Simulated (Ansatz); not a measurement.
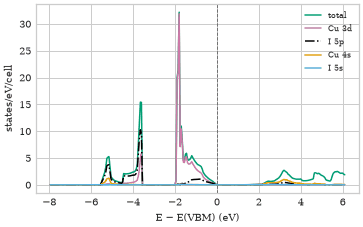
Total and projected density of states of CuI (zinc blende, F-43m), the program Ansatz at the PBE level (PAW)

Problem. Which orbitals carry the states next to the gap?

Solution. Top 1 eV of the valence band: Cu 3d 65 %, I 5p 32 %. Bottom 1 eV of the conduction band: Cu 4s 65 %, I 5s 16 %, I 5p 14 %. Projections are on Löwdin-orthogonalised atomic valence shells; empty p or d shells of many metals are not among them.

Problem. Where is the tallest occupied peak in this window, and what makes it?

Solution. Near -1.8 eV, about 32 states/eV per cell; the largest projected share is Cu 3d.

The PBE relaxation kept the symmetry of its start; phonons on a q-mesh show no instability. No spin polarisation was allowed. Scalar-relativistic: spin–orbit coupling is off unless named, which matters more the heavier the elements.

Potentials: the later of the program's two PAW sets.
